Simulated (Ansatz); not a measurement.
## HfH2Cl3OF: frequency calculation

- system: HfH2Cl3OF
- method: RKS PBE-D4/def2-SVP (Ansatz 0.2.0)

It belongs to a series of runs on one base structure; here: vibrations at the highest image of the band. Figures and captions count atoms from 1; the log counts them from 0 in places.

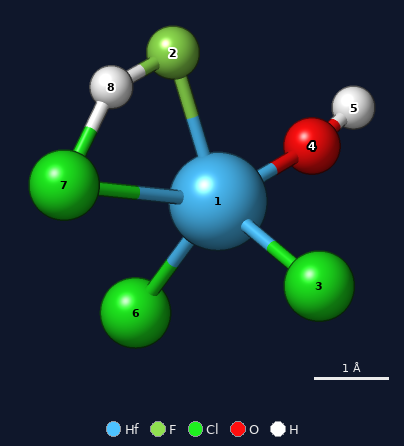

The structure as given in the input (ball-and-stick view, seen at a tilt; atoms are numbered from 1 in the order of the input). Sticks mark near contacts.

**The input**
```yaml
crystal:
  periodic: [false, false, false]
  atoms:
    - { symbol: Hf, position_ang: [0.150939, -0.365596, -0.12624] }
    - { symbol: F, position_ang: [-0.092123, -0.029958, 1.977459] }
    - { symbol: Cl, position_ang: [2.121723, 0.334054, -1.197402] }
    - { symbol: O, position_ang: [-1.001562, 1.123041, -0.388377] }
    - { symbol: H, position_ang: [-1.620914, 1.865188, -0.363102] }
    - { symbol: Cl, position_ang: [-0.952863, -2.010797, -1.395392] }
    - { symbol: Cl, position_ang: [1.317267, -2.160072, 1.43259] }
    - { symbol: H, position_ang: [0.551834, -0.994258, 2.134963] }
basis:
  gaussian: { orbitals: def2-SVP }
hamiltonian:
  xc: pbe
  dispersion: d4
phonons: {}
```

Machine: 4 threads of Arm Neoverse V2, 24 GiB of memory available, shared host.

Command:
```bash
ansatz run input.yaml --threads 4 --pin off --max-ram 5120MiB --backend cpu --events-out ev --progress --plain --runs-dir out
```

**Log**
```
Engine: ansatz 0.2.0, aarch64-unknown-linux-gnu
Functional definition: PBE
  parameter kappa = 0.804
  parameter beta = 0.06672455060314922
  exchange = pbe_x(kappa = kappa, mu = beta*pi^2/3)
  correlation = pbe_c(beta = beta)
1306 factors; their error is unknown
mean field evaluation 1: about -43637.1734 eV, gradient 6.6e1 eV
mean field evaluation 2: about -43511.8561 eV, gradient 2.3e2 eV
mean field evaluation 4: about -43644.3724 eV, gradient 1.7e1 eV
mean field evaluation 8: about -43645.0009 eV, gradient 1.4e-1 eV
mean field evaluation 16: about -43644.9002 eV, gradient 1.9e-3 eV
mean field -43644.90018840 eV, -1603.9204983479 hartree, gradient 6.3e-5 eV, S^2 0.000000; 0 other end points of the search recorded, 0 dependent functions left out
the calculation of the forces begins
reference -43644.90026921 eV, -1603.9205013176 hartree; 41, 41 occupied and 83, 83 virtual orbitals, 1306 factors
these checks for a lower state are left out or cut short: stability, starts, cluster_reference, orbital_swaps, neighbouring_geometries, increment
1306 factors; their error is unknown
mean field -43644.90012029 eV, -1603.9204958449 hartree, gradient 9.4e-7 eV, S^2 0.000000; 0 other end points of the search recorded, 0 dependent functions left out
[... from here on the field's lines of each further geometry are left out, up to the last ...]
the calculation of the forces begins
reference -43644.90024643 eV, -1603.9205004805 hartree; 41, 41 occupied and 83, 83 virtual orbitals, 1306 factors
these checks for a lower state are left out or cut short: stability, starts, cluster_reference, orbital_swaps, neighbouring_geometries, increment
1306 factors; their error is unknown
mean field evaluation 352: about -43644.9001 eV, gradient 2.9e-1 eV
mean field -43644.90017081 eV, -1603.9204977013 hartree, gradient 9.4e-7 eV, S^2 0.000000; 0 other end points of the search recorded, 0 dependent functions left out
the calculation of the forces begins
reference -43644.90025162 eV, -1603.9205006710 hartree; 41, 41 occupied and 83, 83 virtual orbitals, 1306 factors
WARN: phonons: modes at or below zero, which the zero-point energy, F, S and C_V leave out: 1, the lowest at -176.45 cm⁻¹. A minimum has none, and a first-order saddle one
Total energy: -43645.13951609 eV, -1603.9292934782 hartree
Atom 0 at     0.150939    -0.365596    -0.126240 Å, force     0.003709    -0.004538    -0.003227 eV/Å
Atom 1 at    -0.092123    -0.029958     1.977459 Å, force    -0.000498    -0.005544     0.003077 eV/Å
Atom 2 at     2.121723     0.334054    -1.197402 Å, force    -0.000380     0.000064    -0.001938 eV/Å
Atom 3 at    -1.001562     1.123041    -0.388377 Å, force    -0.000171    -0.000906     0.008432 eV/Å
Atom 4 at    -1.620914     1.865188    -0.363102 Å, force     0.000679     0.003448    -0.006175 eV/Å
Atom 5 at    -0.952863    -2.010797    -1.395392 Å, force    -0.001298     0.000707     0.000712 eV/Å
Atom 6 at     1.317267    -2.160072     1.432590 Å, force     0.004421     0.000979    -0.003069 eV/Å
Atom 7 at     0.551834    -0.994258     2.134963 Å, force    -0.006463     0.005791     0.002188 eV/Å
Dipole moment:    -0.362330     0.448684     0.280891 e Å
Vibrations: -176.45 25.79 91.28 97.28 118.87 152.00 167.12 300.28 312.79 333.73 368.56 380.98 468.97 711.91 854.22 1034.82 1375.48 3859.96 cm⁻¹, zero-point energy 0.660467 eV
```

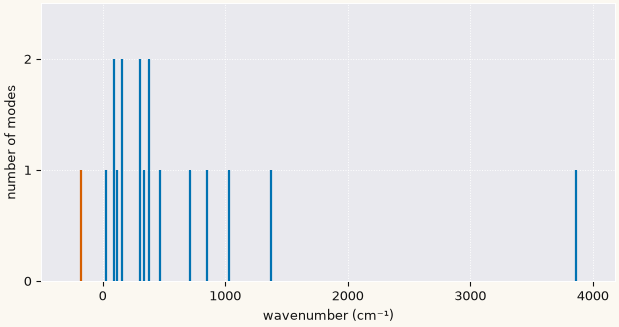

Harmonic vibrational wavenumbers from the force constants; neighbouring modes closer than 18 cm⁻¹ are counted in one stick, and imaginary ones are drawn at negative wavenumbers. 18 modes from 176i to 3860 cm⁻¹, 1 imaginary beyond 8i (176i cm⁻¹): a first-order saddle point, if the geometry is stationary.

**Results in brief**

```csv
quantity,value
outcome,converged
total energy,−43645.1395 eV
mean-field energy,−43644.9003 eV
largest force (length of the vector),0.009 eV/Å
wall time,55 s (CPU time 3.4 min)
peak memory,0.18 GiB
```
